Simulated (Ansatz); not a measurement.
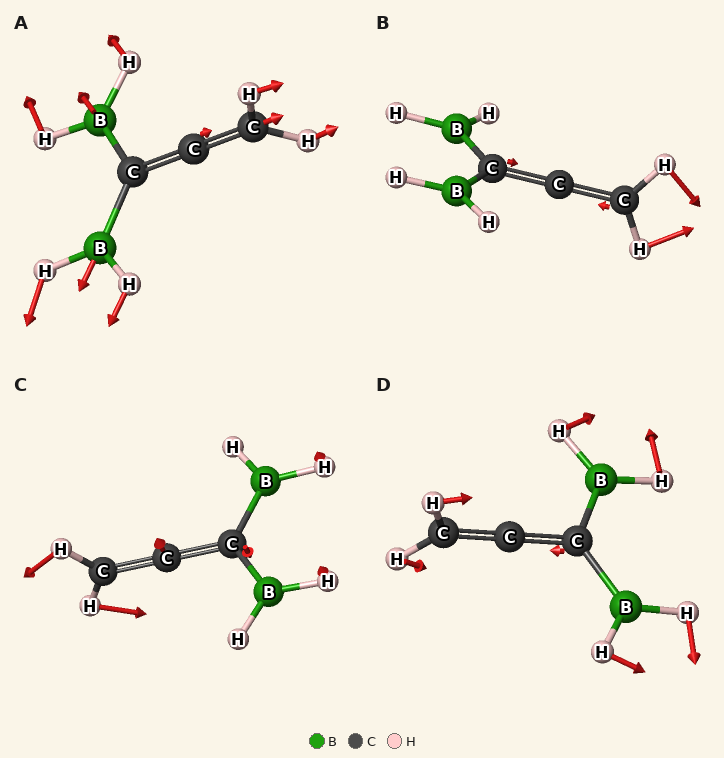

4 normal modes of one molecule or complex, as arrows. Harmonic vibrations computed with RKS PBE0-D4/def2-TZVP (Ansatz 0.2.0) at a stationary point of the same level.

**Match the panels to the wavenumbers 460 cm⁻¹, 752 cm⁻¹, 1214 cm⁻¹, 1414 cm⁻¹.**

A: 752 cm⁻¹
B: 1414 cm⁻¹
C: 460 cm⁻¹
D: 1214 cm⁻¹, angle bending
